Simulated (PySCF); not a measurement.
C3H5BCl2Ge (SMILES CC#[C][GeH2][B](Cl)Cl)

```xyz
12

C    -2.7865    0.5396    0.3758
C    -1.4483    0.0219    0.1988
C    -0.3361   -0.4216    0.0516
Ge    1.4367   -1.0405   -0.1831
B     2.7533    0.4901   -0.3792
Cl    4.4073    0.2793   -0.0076
Cl    2.2296    2.0185   -0.9319
H    -3.5123   -0.2687    0.2935
H    -2.8794    1.0007    1.3585
H    -2.9994    1.2871   -0.3877
H     1.7393   -1.9585    0.9627
H     1.3970   -1.9485   -1.3775
```

Geometry: GFN2-xTB.

These are results of CAM-B3LYP/def2-SVPD, SCF density, gas phase in PySCF, not measurements.

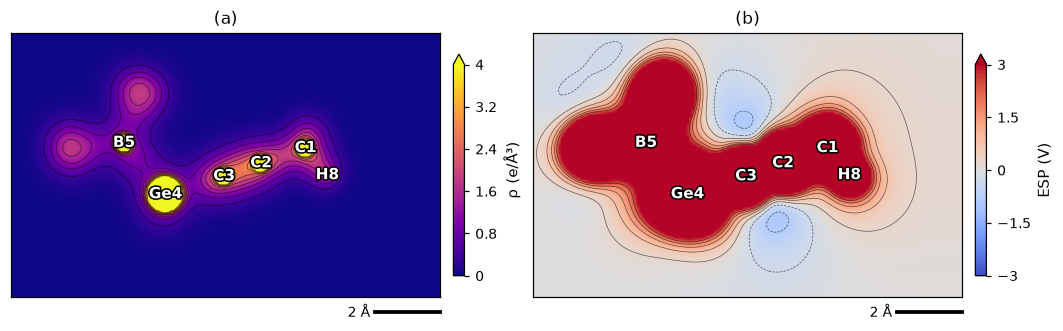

Figure 1. (a) electron density; (b) electrostatic potential on the plane of atoms C3, Ge4 and B5.

> What does the map show?

The plane passes through C, Ge, B and H nuclei.
C–C (1.21 Å): the density is about 2.7 e/Å³ at the midpoint.
C–Ge (1.89 Å): ρ at the midpoint is about 0.92 e/Å³.
Ge–B (2.03 Å): ρ at the midpoint is about 0.82 e/Å³.
C–H (1.09 Å): ρ is about 2 e/Å³ halfway.
Outside the dense part of the molecule the potential is most negative (−1.0 V) near C3.

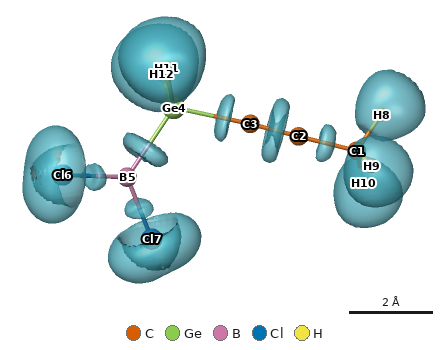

Figure 2. Isosurface of the ELF at 0.85 (cyan), seen across its widest extent. Core shells and regions of very low density are left out.

> Describe the localisation domains.

At this value the surface marks out two regions between bonded B–Cl atoms (shared pairs), one region between bonded B–Ge atoms (shared pairs), two regions between bonded C–C atoms (shared pairs), five regions around hydrogen nuclei, one lobe of the valence shell of C pointing towards Ge (polar bonds) and two rings or bowls of non-bonding electrons around Cl. Along the contacts the grid gives the following. C–C (1.21 Å): the ELF peaks at about 0.85 between the atoms (a multiple bond). B–Cl (1.71 Å): the ELF peaks at about 0.90 between the atoms, as expected for a short, strongly polar bond.

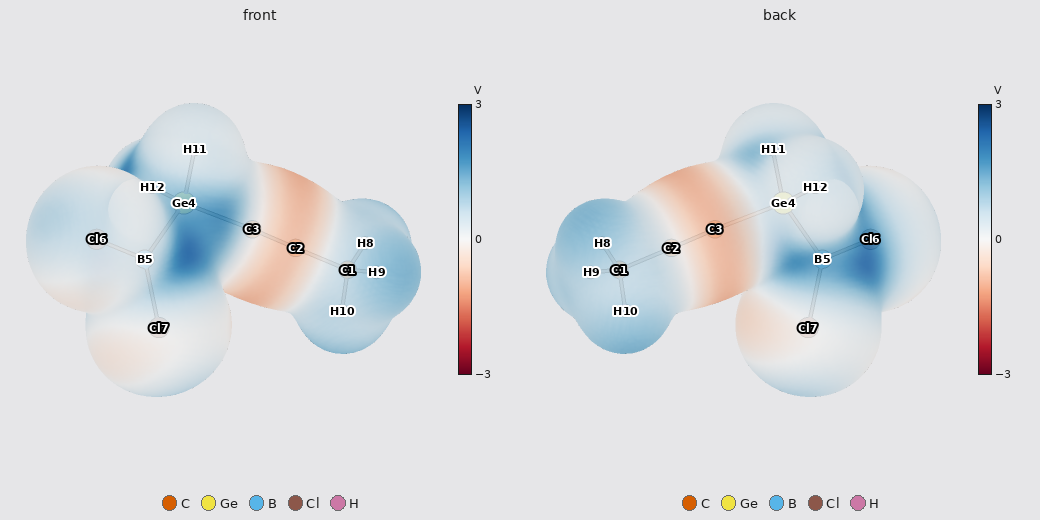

Figure 3. The molecular electrostatic potential painted on the density surface at 0.004 e/bohr³, seen from the front and from behind; the colour scale runs from red (negative) to blue (positive).

> Which sites attract a positive test charge, and which a negative one?

A positive charge is drawn to the negative regions and a negative charge to the positive ones. The most negative region (about −0.9 V) lies over C2 and C3, the most positive (about +2.2 V) over B5. Cl6 shows a σ-hole: about +0.8 V at the tip opposite its bond, against about 0.0 V on its flanks. Cl7 shows a σ-hole: about +0.7 V at the tip opposite its bond, against about −0.1 V on its flanks.
